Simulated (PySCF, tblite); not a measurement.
# C₇H₁₃NSi: geometry, infrared bands and NMR shifts

Aim: predict the infrared bands and NMR shifts of C₇H₁₃NSi (`C#C[C@](C)(N[SiH3])C1CC1`).

Computed with tblite 0.8.0 and PySCF 2.14.0, with density-fitted response routines of our own, on a single molecule in the gas phase. Atoms are numbered from 0 throughout.

### Step 1. The molecule as given

22 atoms, charge 0, multiplicity 1; geometry from: force field or distance geometry start.

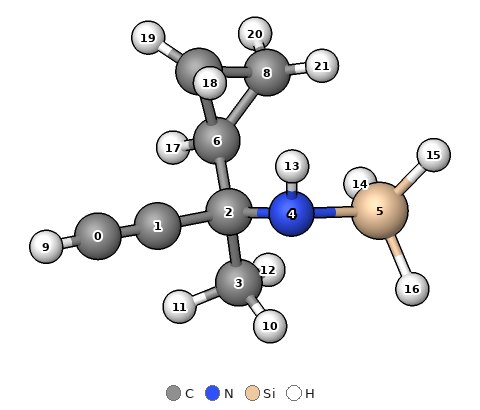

As it starts; carbon grey, nitrogen blue, silicon light orange, hydrogen white, atoms numbered; sticks join atoms by distance.

### Step 2. Optimising the geometry with GFN2-xTB

The job: settings as JSON, then the geometry in Å.

```
{"job": {"kind": "relax", "xc": "GFN2-xTB", "basis": "xTB"}, "charge": 0, "multiplicity": 1}
C      0.407100    -2.743900    -1.489900
C      0.056300    -1.720300    -0.941200
C     -0.353700    -0.484900    -0.217300
C     -1.765600    -0.769100     0.283200
N     -0.488100     0.551300    -1.193000
Si    -1.206700     1.987200    -0.414300
C      0.627800    -0.285000     0.860400
C      2.066700    -0.140200     0.332200
C      1.392500     0.942700     1.156700
H      0.684300    -3.638200    -1.968300
H     -2.470400    -0.499500    -0.521600
H     -1.839200    -1.886000     0.393300
H     -2.000600    -0.232000     1.231600
H      0.435600     0.859800    -1.621600
H     -1.048200     1.796400     1.042500
H     -0.487700     3.219500    -0.772900
H     -2.645500     2.056900    -0.760400
H      0.543700    -1.063300     1.683800
H      2.119300    -0.003400    -0.763600
H      2.813000    -0.779500     0.841100
H      1.829500     0.954800     2.203900
H      1.319500     1.896000     0.634600
```

The run is started by

```
> OMP_NUM_THREADS=1 python probes_run.py task.json out
```

One launch serves the whole session: the jobs run in the order shown.

**Question.** This job is followed by: GFN2-xTB harmonic vibrations, gas phase; GIAO PBE0/pcSseg-1 NMR shielding, non-relativistic, gas phase. What will the session give for the following? strongest single infrared mode (GFN2-xTB); zero-point energy (GFN2-xTB); 13C shifts against TMS (PBE0/pcSseg-1); 1H shifts against TMS (PBE0/pcSseg-1, means over atoms taken as alike); 15N shifts against NH3 (PBE0/pcSseg-1); 29Si shifts against TMS (PBE0/pcSseg-1); surface potential, least and greatest.

**Answer**, as computed:

| quantity | value |
| --- | --- |
| strongest single infrared mode (GFN2-xTB) | 2168 cm⁻¹, 422 km/mol |
| zero-point energy (GFN2-xTB) | 109.4 kcal/mol |
| 13C shifts against TMS (PBE0/pcSseg-1) | 96.7, 75.2, 47.7, 28.1, 27.0, 2.6, 2.2 ppm |
| 1H shifts against TMS (PBE0/pcSseg-1, means over atoms taken as alike) | 4.68, 1.75, 1.68, 1.00, 0.49, 0.43, 0.42, 0.32, -0.03 ppm |
| 15N shifts against NH3 (PBE0/pcSseg-1) | 27.0 ppm |
| 29Si shifts against TMS (PBE0/pcSseg-1) | -66.1 ppm |
| surface potential, least and greatest | -0.85 V and 1.37 V |

What this shows: Relaxing lowered the energy by 1.139 eV in 151 steps; the close pair that moved most is N4–Si5, from 1.785 to 1.712 Å. No mode is imaginary among the 60: a minimum at this level. The strongest single mode, at 2168 cm⁻¹, moves mainly H14. GFN2-xTB is a fitted tight-binding method: band positions and strengths are rough. Its intensities can rank the bands wrongly. At PBE0/pcSseg-1: The largest span, 320 ppm, is at C1, where the paramagnetic term is -175 ppm.
